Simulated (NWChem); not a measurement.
# C3H6O2 (methyl acetate): levels of theory compared

Aim: a comparison of 6 runs (BLYP/6-31G*, PBE/6-31G*, SVWN5/6-31G*, TPSS/6-31G*, revPBE/6-31G*, CCSD(T)/6-31G*) of C3H6O2 (methyl acetate). 

Program for the calculation: NWChem 7.3.0.

## Step 1: The molecule

C3H6O2: 11 atoms, total charge 0, spin state singlet. SMILES: `COC(C)=O`. Geometry: relaxed at PBE0-D4/def2-TZVP. This is one conformer, not always the lowest.

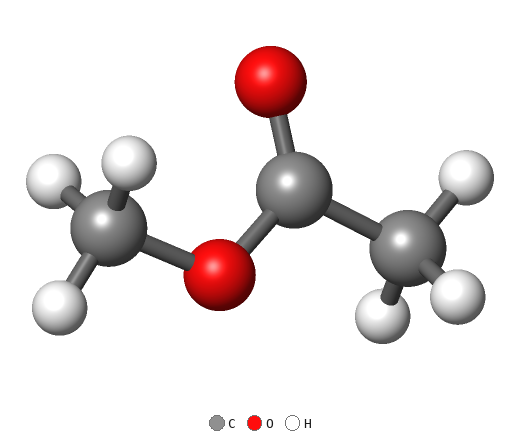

Viewed from a chosen angle; carbon grey, oxygen red, hydrogen white.

## Step 2: Energy and forces at BLYP/6-31G(d) (spherical functions) (run 1)

run.py

```python
from ase import Atoms
from ase.calculators.nwchem import NWChem

system = Atoms('COCCOHHHHHH', positions=[
    [-1.440600, 0.996700, 0.557900],
    [-0.644700, -0.165700, 0.353700],
    [0.525400, 0.044800, -0.267200],
    [1.284800, -1.235300, -0.432100],
    [0.892500, 1.128500, -0.632400],
    [-0.908700, 1.724200, 1.172600],
    [-1.693000, 1.462600, -0.395700],
    [-2.340700, 0.656000, 1.064800],
    [1.477000, -1.681300, 0.545500],
    [2.223600, -1.037600, -0.942800],
    [0.689800, -1.949800, -1.003900],
])

calc = NWChem(
    label='input',
    theory='dft',
    memory='2200 mb',
    basis='6-31G*',
    basispar='spherical bse',
    dft={'xc': 'becke88 lyp', 'mult': '1', 'grid': 'xfine', 'convergence': 'energy 1e-08', 'iterations': '100', 'mulliken': None, 'print': 'low'},
)
system.calc = calc

forces = system.get_forces()
print("Total energy (eV):", round(system.get_potential_energy(), 6))
print("forces (eV/A):")
for s, f in zip(system.symbols, forces):
    print(f"{s:2s} {f[0]:10.5f} {f[1]:10.5f} {f[2]:10.5f}")
```

Run with:

```console
$ export ASE_NWCHEM_COMMAND="nwchem PREFIX.nwi > PREFIX.nwo"
$ python run.py
```

What it wrote:

```text
Total energy (eV): -7300.523978
forces (eV/A):
C    -0.31738    0.37435    0.09400
O    -0.73194   -0.98124    0.53073
C     0.17144   -0.97316    0.07559
C     0.13005   -0.31625   -0.01306
O     0.74433    1.99708   -0.70680
H     0.14270    0.27968    0.20091
H    -0.10639    0.19607   -0.29676
H    -0.30997   -0.10002    0.17211
H     0.10557   -0.21114    0.30504
H     0.31954    0.03096   -0.16753
H    -0.14794   -0.29640   -0.19422
```

The calculator wrote input.nwi:

```
title "input"

permanent_dir input

scratch_dir input

start input

geometry units angstrom nocenter noautosym noautoz
  C  -1.4406000000000001e+00 9.9670000000000003e-01 5.5789999999999995e-01
  O  -6.4470000000000005e-01 -1.6569999999999999e-01 3.5370000000000001e-01
  C  5.2539999999999998e-01 4.4800000000000000e-02 -2.6719999999999999e-01
  C  1.2847999999999999e+00 -1.2353000000000001e+00 -4.3209999999999998e-01
  O  8.9249999999999996e-01 1.1285000000000001e+00 -6.3239999999999996e-01
  H  -9.0869999999999995e-01 1.7242000000000000e+00 1.1726000000000001e+00
  H  -1.6930000000000001e+00 1.4625999999999999e+00 -3.9570000000000000e-01
  H  -2.3407000000000000e+00 6.5600000000000003e-01 1.0648000000000000e+00
  H  1.4770000000000001e+00 -1.6813000000000000e+00 5.4549999999999998e-01
  H  2.2235999999999998e+00 -1.0376000000000001e+00 -9.4279999999999997e-01
  H  6.8979999999999997e-01 -1.9498000000000000e+00 -1.0039000000000000e+00
end

memory 2200 mb

basis spherical bse noprint
   * library 6-31G*
end

dft
  xc becke88 lyp
  mult 1
  grid xfine
  convergence energy 1e-08
  iterations 100
  mulliken
  print low
end

task dft gradient
```

input.nwo:

```text
Northwest Computational Chemistry Package (NWChem) 7.3.0
             --------------------------------------------------------

           Job information
           ---------------

    nwchem branch   = 7.3.0
    use scalapack   = T
    input           = input.nwi
    prefix          = input.
    data base       = input/input.db
    status          = startup
    nproc           =        1

           Memory information
           ------------------

    heap     =     72089594 doubles =      550.0 Mbytes
    stack    =     72089599 doubles =      550.0 Mbytes
    global   =    144179200 doubles =     1100.0 Mbytes (distinct from heap & stack)
    total    =    288358393 doubles =     2200.0 Mbytes
    verify   = yes
    hardfail = no

           Directory information
           ---------------------

  0 permanent = input
  0 scratch   = input

                                NWChem Input Module
                                -------------------

                                       input
                                       -----

[... 25 lines left out ...]
            Nuclear Dipole moment (a.u.)
[... 79 lines left out ...]
   convergence    iter        energy       DeltaE   RMS-Dens  Diis-err    time
[... 15 lines left out ...]
         Total DFT energy =     -268.289309912452
      One electron energy =     -726.710682268908
           Coulomb energy =      311.561874952833
    Exchange-Corr. energy =      -35.665650786000
 Nuclear repulsion energy =      182.525148189623
[... 17 lines left out ...]
     -------------------------------------------
      Total Density - Lowdin Population Analysis
     -------------------------------------------

    Atom       Charge   Shell Charges
 -----------   ------   -------------------------------------------------------
    1 C    6     6.21   1.99  0.56  1.87  0.43  1.25  0.11
    2 O    8     8.13   1.99  0.85  2.78  0.63  1.81  0.07
    3 C    6     5.90   1.98  0.51  1.75  0.35  1.02  0.30
[... 7 lines of this table left out ...]
   11 H    1     0.85   0.49  0.36

                         DFT ENERGY GRADIENTS

    atom               coordinates                        gradient
                 x          y          z           x          y          z
   1 C      -2.722339   1.883490   1.054278    0.006172  -0.007280  -0.001828
   2 O      -1.218306  -0.313128   0.668396    0.014234   0.019082  -0.010321
   3 C       0.992862   0.084660  -0.504935   -0.003334   0.018925  -0.001470
[... 7 lines of this table left out ...]
  11 H       1.303533  -3.684588  -1.897096    0.002877   0.005764   0.003777

 Task  times  cpu:       45.5s     wall:       45.5s
 Total times  cpu:       45.5s     wall:       45.5s
```

It took 47 s on 1 thread of AMD EPYC 7R13 (Zen 3), shared host; peak memory 0.14 GiB.

## Step 3: Energy and forces at PBE/6-31G(d) (spherical functions) (run 2)

struct.nw

```
start struct
title "C3H6O2 PBE"
memory total 2200 mb

geometry units angstrom noautosym nocenter noautoz
  C     -1.440600     0.996700     0.557900
  O     -0.644700    -0.165700     0.353700
  C      0.525400     0.044800    -0.267200
  C      1.284800    -1.235300    -0.432100
  O      0.892500     1.128500    -0.632400
  H     -0.908700     1.724200     1.172600
  H     -1.693000     1.462600    -0.395700
  H     -2.340700     0.656000     1.064800
  H      1.477000    -1.681300     0.545500
  H      2.223600    -1.037600    -0.942800
  H      0.689800    -1.949800    -1.003900
end

basis spherical bse
  * library 6-31G*
end

dft
  xc xpbe96 cpbe96
  grid xfine
  convergence energy 1e-08
  maxiter 100
  mulliken
end

task dft gradient
```

Run with:

```console
$ nwchem struct.nw > struct.out
```

What it wrote:

```text
[...]
          Wavefunction type:  closed shell.
          No. of atoms     :    11
          No. of electrons :    40
[...]
          Charge           :     0
          Spin multiplicity:     1
[...]
          AO basis - number of functions:    82
[...]
              XC Information
              --------------
          PerdewBurkeErnzerhof Exchange Functional  1.000
            Perdew 1991 LDA Correlation Functional  1.000 local
           PerdewBurkeErnz. Correlation Functional  1.000 non-local
[...]
 d= 0,ls=0.0,diis     1   -267.9161172935 -4.50D+02  2.64D-02  1.31D+00     3.8
[...]
 d= 0,ls=0.0,diis    12   -268.0630422358 -5.85D-10  1.07D-07  2.16D-10    38.3
         Total DFT energy =     -268.063042235788
      One electron energy =     -726.648059164220
           Coulomb energy =      311.472572183070
    Exchange-Corr. energy =      -35.412703444260
 Nuclear repulsion energy =      182.525148189623
[...]
      Total Density - Mulliken Population Analysis
     ---------------------------------------------
    Atom       Charge   Shell Charges
 -----------   ------   -------------------------------------------------------
    1 C    6     6.28   2.00  0.68  2.09  0.59  0.87  0.05
    2 O    8     8.38   2.00  0.91  2.91  0.93  1.60  0.03
    3 C    6     5.49   2.00  0.70  1.97  0.27  0.43  0.12
    4 C    6     6.58   2.00  0.67  2.16  0.66  1.06  0.03
    5 O    8     8.40   2.00  0.92  2.87  0.94  1.64  0.03
    6 H    1     0.82   0.53  0.29
    7 H    1     0.82   0.53  0.29
    8 H    1     0.83   0.53  0.30
    9 H    1     0.80   0.52  0.29
   10 H    1     0.80   0.52  0.28
[...]
  wavefunction    = closed shell
                         DFT ENERGY GRADIENTS
    atom               coordinates                        gradient
                 x          y          z           x          y          z
   1 C      -2.722339   1.883490   1.054278    0.000989  -0.002172  -0.000088
   2 O      -1.218306  -0.313128   0.668396    0.012711   0.015029  -0.008881
   3 C       0.992862   0.084660  -0.504935   -0.001249   0.017904  -0.002349
   4 C       2.427920  -2.334379  -0.816551    0.000423   0.002360  -0.000588
   5 O       1.686580   2.132556  -1.195063   -0.012497  -0.034543   0.012036
   6 H      -1.717194   3.258266   2.215893   -0.003364  -0.005716  -0.004128
   7 H      -3.199306   2.763913  -0.747765    0.001920  -0.003944   0.006430
   8 H      -4.423282   1.239660   2.012180    0.006193   0.002381  -0.003502
   9 H       2.791125  -3.177196   1.030846   -0.001905   0.004014  -0.006185
  10 H       4.201995  -1.960780  -1.781634   -0.006402  -0.001042   0.003429
  11 H       1.303533  -3.684588  -1.897096    0.003180   0.005729   0.003826
[...]
```

It took 45 s on 1 thread of AMD EPYC 7R13 (Zen 3), shared host; peak memory 0.14 GiB.

Runs 3 to 5 aren't shown in full; the table further down has their settings and results.

## Step 4: The energy at CCSD(T)/6-31G(d) (spherical functions) (run 6)

geom.nw

```
start geom
memory total 2200 mb
charge 0
geometry units angstrom noautosym nocenter noautoz
 C    -1.440600    0.996700    0.557900
 O    -0.644700   -0.165700    0.353700
 C     0.525400    0.044800   -0.267200
 C     1.284800   -1.235300   -0.432100
 O     0.892500    1.128500   -0.632400
 H    -0.908700    1.724200    1.172600
 H    -1.693000    1.462600   -0.395700
 H    -2.340700    0.656000    1.064800
 H     1.477000   -1.681300    0.545500
 H     2.223600   -1.037600   -0.942800
 H     0.689800   -1.949800   -1.003900
end
basis spherical bse
 * library 6-31G*
end
scf
 thresh 1e-08
 maxiter 80
 print medium
end
ccsd
 freeze core 5
 maxiter 60
end
task ccsd(t) energy
```

Run with:

```console
$ nwchem geom.nw > geom.out
```

What it wrote:

```text
[...]
  functions       =    82
[...]
  wavefunction    = RHF
[...]
         Total SCF energy =   -266.834320116811
      One-electron energy =   -725.992550171548
      Two-electron energy =    276.633081865114
 Nuclear repulsion energy =    182.525148189623
        Time for solution =     12.8s
[...]
 Total MP2 energy:           -267.562133158192466
[...]
             energy      energy      error      ampl     ampl      Block
                                                time     time      time
[...]
 Total CCSD energy:           -267.598182420995499
[...]
 Total CCSD+T(CCSD) energy:           -267.622773132770760
[...]
 Total CCSD(T) energy:                -267.620646366381891
[...]
```

Run time: 2.3 min. Hardware: 1 thread of AMD EPYC 7R13 (Zen 3), shared host; peak memory 0.24 GiB.

## Step 5: The series

```
run                                 level      task  integration grid  energy (Eh)  largest force (eV/Å)  wall time
  1     BLYP/6-31G* (spherical functions)  gradient             xfine  -268.289310                 2.245       47 s
  2      PBE/6-31G* (spherical functions)  gradient             xfine  -268.063042                 1.988       45 s
  3    SVWN5/6-31G* (spherical functions)  gradient             xfine  -266.202154                 1.171       24 s
  4     TPSS/6-31G* (spherical functions)  gradient             xfine  -268.420890                 1.929       59 s
  5   revPBE/6-31G* (spherical functions)  gradient             xfine  -268.298990                 2.276       49 s
  6  CCSD(T)/6-31G* (spherical functions)    energy                 –  -267.620646                     –    2.3 min
```

## Step 6: Summary of results

```
                                          quantity          value
                               run 6: total energy  -267.62065 Eh
        run 6: HOMO energy (Hartree–Fock orbitals)      -12.09 eV
        run 6: LUMO energy (Hartree–Fock orbitals)        5.17 eV
      run 6: HOMO–LUMO gap (Hartree–Fock orbitals)       17.25 eV
run 6: correlation energy (5 core orbitals frozen)     -786.3 mEh
                             run 6: (T) correction     -22.46 mEh
```

What this shows: Over runs 2, 3, 4, 5 the dipole moment (its size) runs from 1.72 D (revPBE/6-31G*) to 1.76 D (SVWN5/6-31G*). Over runs 2, 3, 4, 5 the HOMO–LUMO gap runs from 5.46 eV (SVWN5/6-31G*) to 5.76 eV (TPSS/6-31G*). Totals of different functionals can't be ranked against each other. All runs together took 6 min, the longest 2.3 min.
